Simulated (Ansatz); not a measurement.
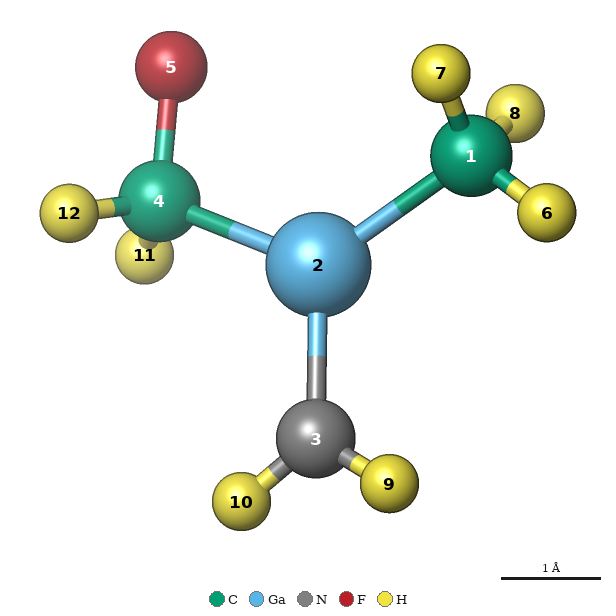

Orthographic view. Distant atoms are faded towards the background colour. The geometry was computed by an optimisation with PBE0-D4/def2-TZVP. No frequency run is at hand to confirm it as a minimum.

Give the geometry as a Z-matrix, atoms in numerical order, with these reference atoms: 2 to 1; 3 to 2, 1; 4 to 2, 3, 1; 5 to 4, 2, 3; 6 to 1, 2, 3; 7 to 1, 6, 2; 8 to 1, 6, 7; 9 to 3, 2, 1; 10 to 3, 9, 2; 11 to 4, 5, 2; 12 to 4, 11, 5.

```
C  
Ga   1   1.958
N    2   1.821   1   119.6
C    2   1.993   3   115.3   1   180.0
F    4   1.397   2   110.8   3   180.0
H    1   1.091   2   111.7   3     0.7
H    1   1.092   6   108.7   2   121.8
H    1   1.092   6   108.7   7   116.3
H    3   1.006   2   123.7   1     0.0
H    3   1.006   9   111.4   2   180.0
H    4   1.096   5   107.7   2  -122.4
H    4   1.096  11   107.0   5   115.5
```
